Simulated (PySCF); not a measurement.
**C3H9Sb, SMILES `C[Sb](C)C`: what the electrons do**

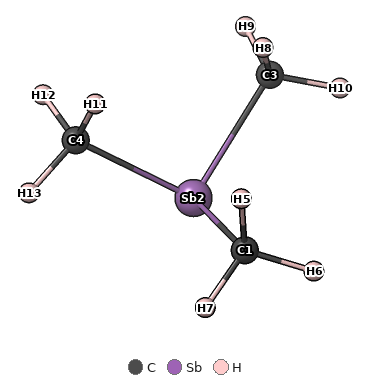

The molecule, with its atoms numbered as below. No frequency check shows the geometry to be a minimum.

Coordinates in Å:

```
C1       0.7955   -1.6383    0.7457
Sb2     -0.0010    0.0007   -0.4315
C3       1.0244    1.5036    0.7495
C4      -1.8142    0.1310    0.7514
H5       0.6908   -1.4139    1.8017
H6       1.8435   -1.7837    0.5138
H7       0.2560   -2.5511    0.5197
H8       0.8881    1.2942    1.8050
H9       0.6242    2.4872    0.5178
H10      2.0825    1.4961    0.5178
H11     -1.5641    0.1106    1.8066
H12     -2.3368    1.0527    0.5246
H13     -2.4649   -0.7042    0.5225
```

### 1. Bonding charge

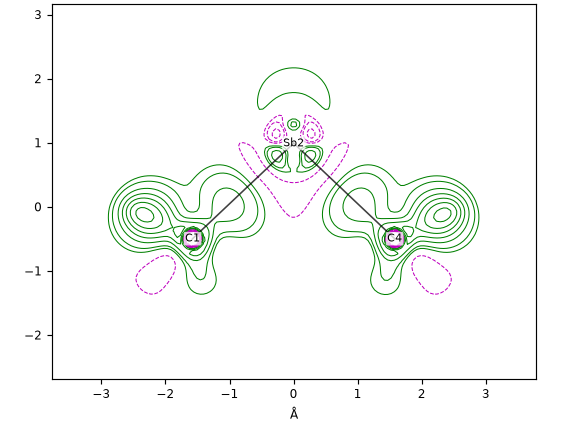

Deformation density (molecule less spherical, spin-averaged free atoms) in the plane of C1, Sb2 and C4; contours at ±0.05 to ±0.8 e/Å³; solid green lines: gain, dashed magenta lines: loss.

Level of theory: ωB97X/def2-TZVP (PySCF), at a geometry from GFN2-xTB. Core potentials replace the inner electrons of Sb; spin–orbit coupling isn't included.

**How much density has each bond in this plane gained at its critical point, relative to the free atoms?**

Sb2–C4 and C1–Sb2: +0.16 e/Å³ at the bond critical point (bond length 2.17 Å, Mayer order 0.9). In all, 3.0 electrons gather in the regions of gain relative to the promolecule.

### 2. Local ionisation energy

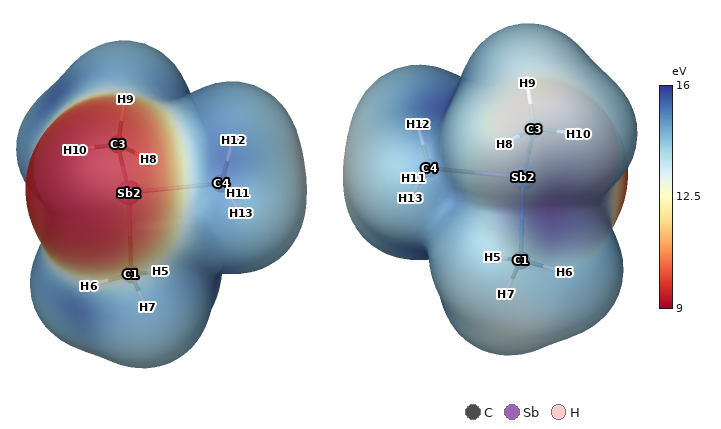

Average local ionisation energy on the surface of electron density 0.001 a.u. (back view left, front view right).

**Where are the most loosely bound electrons on this surface?**

The lowest value is 9.1 eV, 2.6 Å from Sb2. Further minima include 13.0 eV, near H8 (1.83 Å), H10 (1.94 Å), H9 (1.98 Å) and C3 (1.99 Å), and at like points elsewhere. For comparison, the highest occupied orbital lies at −8.6 eV.

### 3. In an electric field

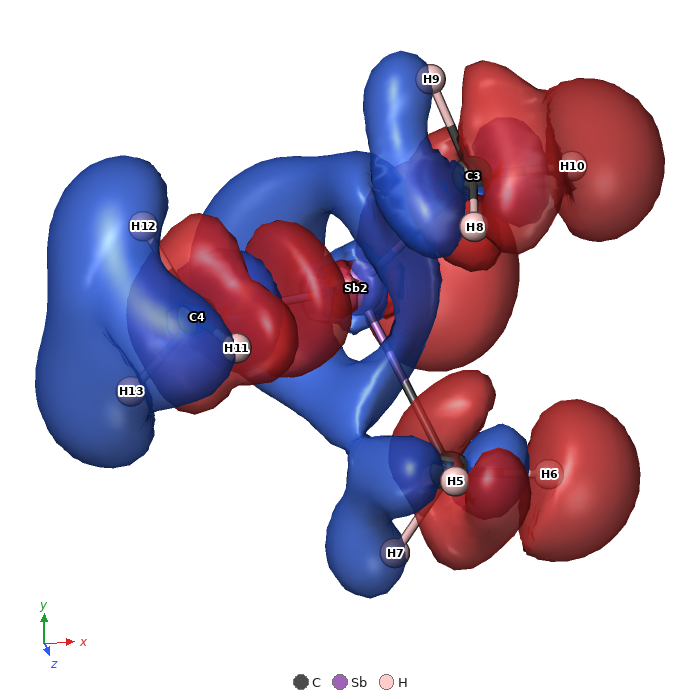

Change of the electron density in a uniform field of 0.21 V/Å, surfaces at ±0.0015 e/Å³ (blue: gain, red: loss).

PySCF calculation, ωB97X/def2-TZVP, gas phase; geometry: GFN2-xTB. Core potentials replace the inner electrons of Sb; spin–orbit coupling isn't included. A basis without diffuse functions makes polarisabilities too small.

**Along which Cartesian direction does the field point?**

Along +x: electrons gather on the −x side, against the field.

**How large is the response?**

The induced dipole is 0.85 D (along the field); α along this axis, from the fields in both directions, is 84 bohr³ (12.4 Å³).

**Which atoms gain and lose the most charge?**

Electrons gather most on C4 (Hirshfeld charge changes by −0.008 e) and leave H6 and H10 alike most (+0.009 e); 0.074 electrons are displaced in all.

### 4. Removing or adding an electron

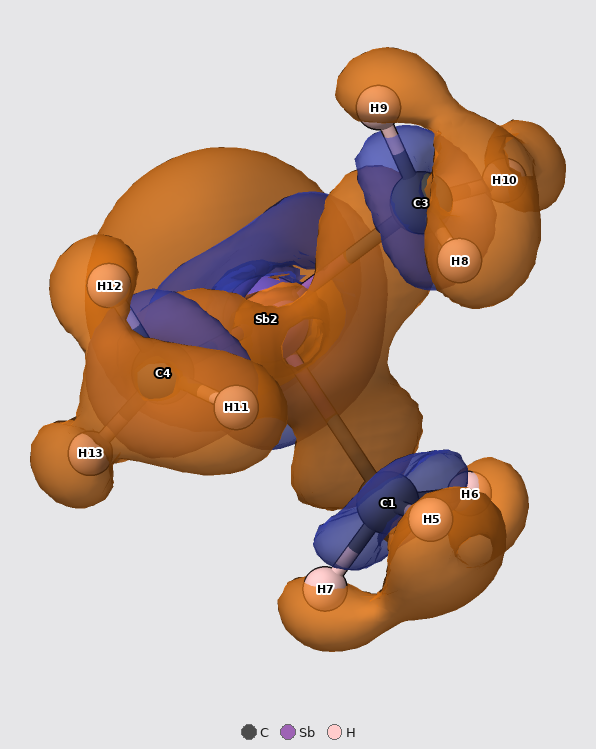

Fukui function f⁻ = ρ(N) − ρ(N−1) at fixed geometry, surfaces at ±0.015 e/Å³ (orange positive, blue negative).

**Which atoms respond most to the removal of an electron?**

f⁻ (Hirshfeld-condensed) is largest on Sb2 (0.42); the vertical ionisation energy is 8.55 eV (the stability of the cation's solution wasn't checked). Condensed values hint at sites of electrophilic attack but needn't mark the atom that reacts. Orbital relaxation makes it negative in places (0.21 e in all).
